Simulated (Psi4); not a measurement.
# CH3NSn (Sn(CN)H3) at TPSS0-D3(BJ)+ATM/def2-SV(P) (core potential)

Aim: the energy change on altering one bond length of CH3NSn (Sn(CN)H3) at TPSS0-D3(BJ)+ATM/def2-SV(P) (core potential), from 2 runs. 

The calculation is run with Psi4 1.11.

1 further run of the same task is left out (set aside as unsound or not needed).

### 1 The system as given

The species is CH3NSn (6 atoms), meant as a singlet with charge 0. SMILES: `[H][Sn]([H])([H])[C]#N`. The shape comes from GFN2-xTB, which is rough for such elements, and wasn't checked as a minimum.

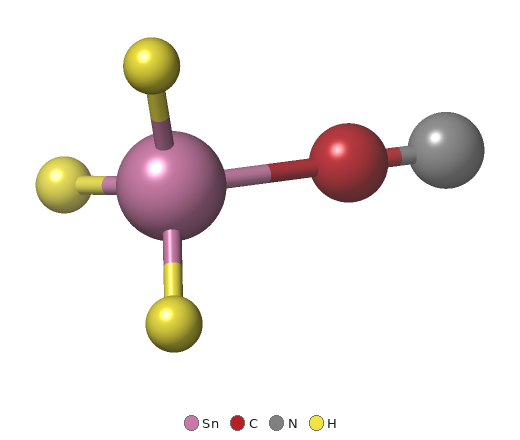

The structure, seen from a chosen angle (tin pink, carbon red, nitrogen grey, hydrogen yellow).

### 2 The energy at TPSS0-D3(BJ)+ATM/def2-SV(P) (core potential)

The input, calc.dat:

```
memory 1600 MB

molecule mol {
  Sn    -0.010460    -0.006080    -0.642850
  C      0.020990     0.015810     1.442250
  N      0.043070     0.024080     2.584360
  H      1.562680    -0.004980    -1.151110
  H     -0.812930     1.354320    -1.132680
  H     -0.803360    -1.383140    -1.099970
  units angstrom
  symmetry c1
  no_reorient
  no_com
}

set {
  scf_type pk
}

result, w = energy('tpss0-d3bjatm/def2-SV(P)', return_wfn=True)
```

Started as:

```sh
psi4 -n 1 calc.dat calc.out
```

calc.out:

```text
[...]
    !!!  WARNING: ECP capability is in beta. Please check occupations closely.  !!!
[...]
  Running in c1 symmetry.
[...]
  Nuclear repulsion =  105.810920436519211
[...]
  Multiplicity = 1
[...]
  Nalpha       = 19
  Nbeta        = 19
[...]
    Number of basis functions: 60
[...]
   @RKS iter   1:  -308.62537038192340   -1.46610e+00   8.00541e-03 ADIIS/DIIS
[...]
   @RKS iter   8:  -308.76623420133006   -4.36752e-08   3.24701e-07 DIIS
[...]
    Orbital Energies [Eh]
    ---------------------
    Doubly Occupied:
       1A    -14.256846     2A    -10.141547     3A     -5.059603
       4A     -3.414960     5A     -3.411939     6A     -3.411935
       7A     -1.024265     8A     -1.021188     9A     -1.021183
      10A     -1.016316    11A     -1.016311    12A     -0.869847
      13A     -0.565204    14A     -0.420372    15A     -0.359909
      16A     -0.359802    17A     -0.329305    18A     -0.324021
      19A     -0.324004
[...]
  @RKS Final Energy:  -308.76623420133006
   => Energetics <=
    Nuclear Repulsion Energy =            105.8109204365192113
    One-Electron Energy =                -713.0648502354258653
    Two-Electron Energy =                 326.8781582828269165
    DFT Exchange-Correlation Energy =     -28.3858711522701306
    Empirical Dispersion Energy =          -0.0045915329801567
    VV10 Nonlocal Energy =                  0.0000000000000000
    Total Energy =                       -308.7662342013300645
[...]
 Multipole Moments:
 ------------------------------------------------------------------------------------
     Multipole            Electronic (a.u.)      Nuclear  (a.u.)        Total (a.u.)
 ------------------------------------------------------------------------------------
 L = 1.  Multiply by 2.5417464519 to convert [e a0] to [Debye]
 Dipole X            :         -0.2963708            0.2715536           -0.0248172
 Dipole Y            :         -0.1953285            0.1811491           -0.0141793
 Dipole Z            :        -18.9381441           17.4186639           -1.5194802
 Magnitude           :                                                    1.5197490
[...]
```

Wall time 6.9 s (1 thread of Intel Xeon 6975P-C (Granite Rapids), shared host); peak memory 0.74 GiB.

### 3 The distorted shape

The input, ch3nsn.xyz:

```xyz
6
CH3NSn
Sn    -0.041910    -0.027970    -2.727946
C      0.020990     0.015810     1.442250
N      0.043070     0.024080     2.584360
H      1.531230    -0.026870    -3.236206
H     -0.844380     1.332430    -3.217776
H     -0.834810    -1.405030    -3.185066
```

The input, run.py:

```python
import psi4

psi4.set_memory(1600000000)
psi4.set_num_threads(1)
psi4.core.set_output_file('psi4.out', False)

with open('ch3nsn.xyz') as f:
    atoms = ''.join(f.readlines()[2:])
mol = psi4.geometry('0 1\n' + atoms + 'symmetry c1\nno_reorient\nno_com')

psi4.set_options({
    'scf_type': 'pk',
})

e = psi4.energy("tpss0-d3bjatm/def2-SV(P)", molecule=mol)
print(f'total energy {e:.8f} hartree = {e * 27.211386:.5f} eV')
```

Started as:

```sh
python run.py
```

psi4.out:

```text
[...]
    !!!  WARNING: ECP capability is in beta. Please check occupations closely.  !!!
[...]
  Running in c1 symmetry.
[...]
  Nuclear repulsion =   77.030024749540857
[...]
  Multiplicity = 1
[...]
  Nalpha       = 19
  Nbeta        = 19
[...]
    Number of basis functions: 60
[...]
   @RKS iter   1:  -308.33524562306695   -1.46153e+00   1.04174e-02 ADIIS/DIIS
[...]
   @RKS iter  16:  -308.61641920728312   -1.44234e-09   3.34464e-07 DIIS
[...]
    Orbital Energies [Eh]
    ---------------------
    Doubly Occupied:
       1A    -14.201728     2A    -10.100079     3A     -5.110397
       4A     -3.469390     5A     -3.460559     6A     -3.460557
       7A     -1.072240     8A     -1.071056     9A     -1.071048
      10A     -1.064452    11A     -1.064442    12A     -0.814795
      13A     -0.568804    14A     -0.389123    15A     -0.388976
      16A     -0.337786    17A     -0.273426    18A     -0.273426
      19A     -0.245213
[...]
  @RKS Final Energy:  -308.61641920728312
   => Energetics <=
    Nuclear Repulsion Energy =             77.0300247495408570
    One-Electron Energy =                -655.1072651808708542
    Two-Electron Energy =                 297.7267080334166849
    DFT Exchange-Correlation Energy =     -28.2625467078298271
    Empirical Dispersion Energy =          -0.0033401015399804
    VV10 Nonlocal Energy =                  0.0000000000000000
    Total Energy =                       -308.6164192072831156
[...]
 Multipole Moments:
 ------------------------------------------------------------------------------------
     Multipole            Electronic (a.u.)      Nuclear  (a.u.)        Total (a.u.)
 ------------------------------------------------------------------------------------
 L = 1.  Multiply by 2.5417464519 to convert [e a0] to [Debye]
 Dipole X            :          1.1544349           -1.2142435           -0.0598086
 Dipole Y            :          0.8136373           -0.8530035           -0.0393661
 Dipole Z            :         77.2346733          -81.0878457           -3.8531723
 Magnitude           :                                                    3.8538376
[...]
```

On the terminal:

```text
total energy -308.61641921 hartree = -8397.88051 eV
```

Run time: 9.3 s. Hardware: 1 thread of Intel Xeon 6975P-C (Granite Rapids), shared host; peak memory 0.65 GiB.

### 4 Summary of results

Level: TPSS0-D3(BJ)+ATM/def2-SV(P) (core potential).

| quantity | value |
| --- | --- |
| first shape: total energy | -308.76623 Eh |
| first shape: dipole moment | 3.86 D |
| first shape: HOMO energy | -8.82 eV |
| first shape: LUMO energy | -0.47 eV |
| first shape: HOMO–LUMO gap | 8.34 eV |
| first shape: dispersion energy | -12.06 kJ/mol |
| distorted shape: total energy | -308.61642 Eh |
| distorted shape: dipole moment | 9.80 D |
| distorted shape: HOMO energy | -6.67 eV |
| distorted shape: LUMO energy | -5.47 eV |
| distorted shape: HOMO–LUMO gap | 1.21 eV |
| distorted shape: dispersion energy | -8.77 kJ/mol |
| energy change with the Sn1–C2 bond stretched from 2.085 to 4.171 Å | 4.077 eV |

In words: One bond (distorted shape) is far stretched, which a spin-restricted single reference describes badly; a broken-symmetry solution may lie lower. With the Sn1–C2 bond stretched from 2.085 to 4.171 Å the energy rises by 4.08 eV (94 kcal/mol). The first shape isn't relaxed at this level, so the change isn't measured from a minimum. A restricted reference can't describe the breaking bond well at this length.
